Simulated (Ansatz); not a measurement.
A series of calculations on C₃H₄BN

Part 1: Relaxation

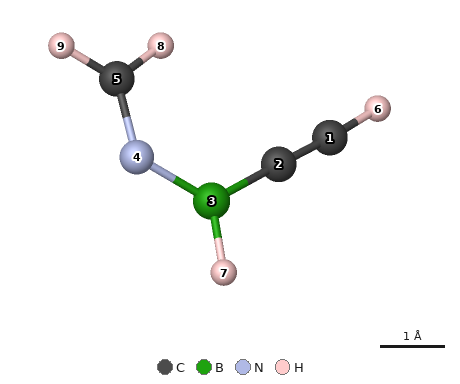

Starting structure of C$_{3}$H$_{4}$BN. Style: ball-and-stick. Shown at a tilt.

The run prepares an end point of a later path (torsion) calculation, from a guessed geometry.

Computed with RKS revPBE/cc-pVDZ in Ansatz.

The input:
```yaml
crystal:
  periodic: [false, false, false]
  atoms:
    - { symbol: C, position_ang: [0.3204, 2.0644, -0.7303] }
    - { symbol: C, position_ang: [0.6237, 0.9819, -0.4949] }
    - { symbol: B, position_ang: [1.0485, -0.4501, -0.1911] }
    - { symbol: "N", position_ang: [0.213, -1.4714, 0.4103] }
    - { symbol: C, position_ang: [-1.092, -1.2532, 0.6765] }
    - { symbol: H, position_ang: [-0.0408, 3.1126, -0.9611] }
    - { symbol: H, position_ang: [2.2261, -0.7555, -0.3988] }
    - { symbol: H, position_ang: [-1.5082, -0.2563, 0.5146] }
    - { symbol: H, position_ang: [-1.7022, -2.0187, 1.1576] }
basis:
  gaussian: { orbitals: cc-pVDZ }
hamiltonian:
  xc: revpbe
relax:
  f_tol: 0.015
  max_steps: 40
```

Command:
```bash
ansatz run input.yaml --threads 1 --pin off --max-ram 2048MiB --backend cpu --events-out ev --progress --plain --runs-dir out
```

> What does the optimiser find from here?

The largest move after the best rigid fit is that of H8, 1.95 Å. By element the largest moves are H 1.95 Å, N 0.71 Å, C 0.55 Å, B 0.32 Å. Near-neighbour distances that change, for instance: N4–C5 1.350 → 1.259 Å, C1–C2 1.149 → 1.232 Å, B3–N4 1.450 → 1.378 Å, C1–H6 1.132 → 1.080 Å. Bond angles that change, for instance: B3–N4–C5 121.7° → 178.5°, C2–B3–N4 125.7° → 121.2°, C2–B3–H7 117.7° → 121.8°. After 19 accepted moves (21 points after the start) the energy has fallen by 141.5 kJ/mol. The largest force component goes from 12 to 0.011 eV/Å. The line search rejected the trial steps at points 14, 18 of the run.

History of the run:

```
step  E − E(0), kJ/mol  largest force component, eV/Å      note
   0              0.00                        11.6187          
   1            -29.69                         3.0548          
   2            -56.48                         1.9825          
   3            -64.95                         0.3450          
   4            -69.92                         0.7257          
   5            -75.51                         0.9888          
   6            -85.22                         0.9012          
   7            -96.71                         0.8839          
   8           -104.99                         0.7581          
   9           -113.89                         0.8903          
  10           -123.74                         0.9357          
  11           -130.54                         1.2958          
  12           -135.42                         0.7430          
  13           -137.68                         0.8425          
  14           -133.72                         2.6126  rejected
  15           -138.68                         0.4653          
  16           -140.99                         0.3539          
  17           -141.03                         0.2997          
  18           -135.49                         1.1615  rejected
  19           -141.46                         0.0555          
  20           -141.48                         0.0223          
  21           -141.48                         0.0108
```

Final geometry:

```xyz
9

C     0.6600    2.4958   -0.7950
C     0.7121    1.2937   -0.5301
B     0.8411   -0.2054   -0.2214
N    -0.2196   -0.9231    0.2872
C    -1.1707   -1.6054    0.7509
H     0.6097    3.5500   -1.0258
H     1.8790   -0.8123   -0.4136
H    -1.8951   -2.1233    0.0839
H    -1.3281   -1.7161    1.8467
```

After the run, drawn alike:

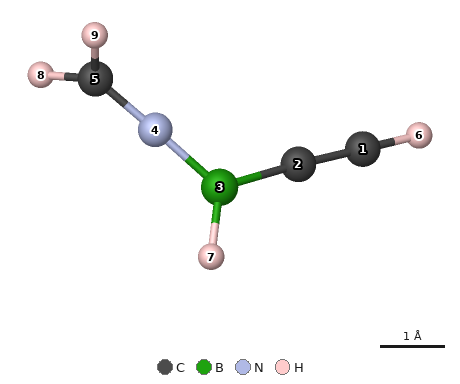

Part 2: Relaxation

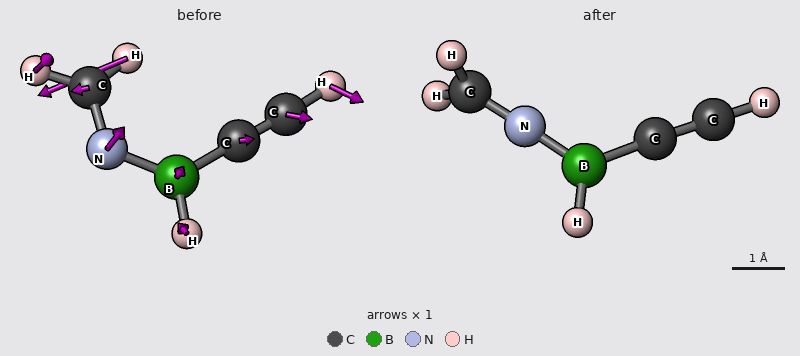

The structure of C₃H₄BN before (left) and after (right) a relaxation, at one scale. The purple arrows give the displacements, at their true length.

The picture is a ball-and-stick view, seen at a tilt.

The run prepares an end point of a later path (torsion) calculation, from a guessed geometry.

Method: RKS revPBE/cc-pVDZ in Ansatz. Set-up: no spin polarisation; force threshold 0.015 eV/Å; at most 40 steps.

What changed between the two?

The largest move after the best rigid fit is that of an H atom, 1.91 Å. Largest moves by element: H 1.91 Å, N 0.71 Å, C 0.55 Å, B 0.32 Å. Among the contacts that change: C–N 1.350 → 1.259 Å, C–C 1.149 → 1.232 Å, B–N 1.450 → 1.378 Å, C–H 1.132 → 1.080 Å. Among the angles between lasting bonds that change: B–N–C 121.7° → 178.5°, C–B–N 125.7° → 121.3°, C–B–H 117.7° → 121.7°. After 17 accepted moves (19 points after the start) the energy has fallen by 1.454 eV. The largest force component goes from 12 to 0.0074 eV/Å. The line search rejected the trial steps at points 15, 17 of the run. The run took roughly 50 core-seconds on a shared host.

Part 3: Path

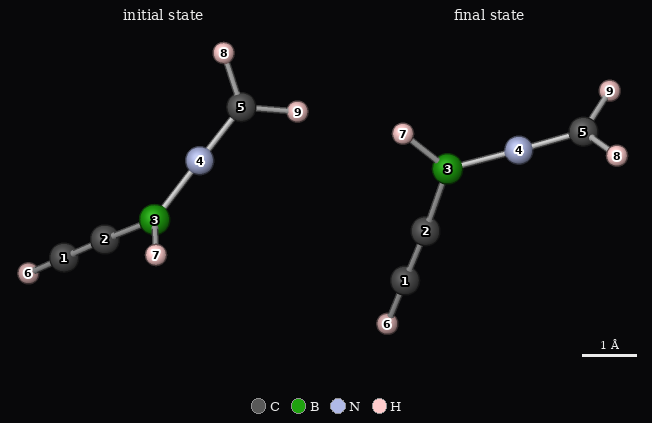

The two relaxed end points of a path for C₃H₄BN. A ball-and-stick model, seen from a free direction.

Level of theory: Ansatz, RKS revPBE/cc-pVDZ.

The input:
```yaml
crystal:
  periodic: [false, false, false]
  atoms:
    - { symbol: C, position_ang: [0.696227, 2.529073, -0.644472] }
    - { symbol: C, position_ang: [0.728303, 1.311441, -0.459672] }
    - { symbol: B, position_ang: [0.832015, -0.206957, -0.25215] }
    - { symbol: "N", position_ang: [-0.232967, -0.935358, 0.231797] }
    - { symbol: C, position_ang: [-1.188444, -1.627765, 0.670699] }
    - { symbol: H, position_ang: [0.663428, 3.596911, -0.804958] }
    - { symbol: H, position_ang: [1.852743, -0.820271, -0.506057] }
    - { symbol: H, position_ang: [-1.937199, -2.086441, -0.012575] }
    - { symbol: H, position_ang: [-1.325606, -1.806933, 1.760187] }
basis:
  gaussian: { orbitals: cc-pVDZ }
hamiltonian:
  xc: revpbe
neb:
  order_check: false
  images: 5
  f_tol: 0.03
  max_iterations: 60
  initial_path: idpp
  final_atoms:
    - { symbol: C, position_ang: [0.69694266, 2.52970229, -0.64452379] }
    - { symbol: C, position_ang: [0.72832491, 1.31227013, -0.45834983] }
    - { symbol: B, position_ang: [0.83110369, -0.20616371, -0.2512086] }
    - { symbol: "N", position_ang: [-0.23251324, -0.93541464, 0.23420093] }
    - { symbol: C, position_ang: [-1.18847957, -1.62849399, 0.67077615] }
    - { symbol: H, position_ang: [0.66481672, 3.59740274, -0.80651457] }
    - { symbol: H, position_ang: [1.85163567, -0.81970931, -0.5071528] }
    - { symbol: H, position_ang: [-1.32708832, -1.80961501, 1.75972233] }
    - { symbol: H, position_ang: [-1.93624252, -2.08627849, -0.01415081] }
```

Command:
```bash
ansatz run input.yaml --threads 1 --pin off --max-ram 2048MiB --backend cpu --events-out ev --progress --plain --runs-dir out
```

Question: Predict the minimum-energy path and its barrier.

Answer: The two ends have the same energy, and the highest point, image 3, lies 0.74 eV above the start. The motion is a rotation about the N4–C5 bond by about 185°. No bond forms or breaks between the ends. Bond angles that change up to the highest image, for instance: B3–N4–C5 178.5° → 115.5°, N4–B3–H7 117.1° → 121.4°. The band converged in 19 iterations. The largest component of the band force went from 2 to 0.028 eV/Å. The climbing image converged on the top of the path. Its vibrational analysis gives one imaginary mode (173i cm⁻¹), as a transition state must have.

Energies of the converged images:

```csv
image,path (Å),E (eV)
0,0.00,0.000
1,0.86,0.145
2,1.72,0.583
3,2.59,0.740
4,3.45,0.582
5,4.31,0.144
6,5.17,0.000
```

The geometry at the top of the path:

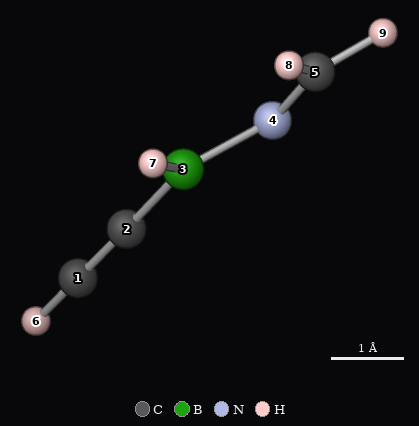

The run took roughly 4 core-minutes on a shared host.
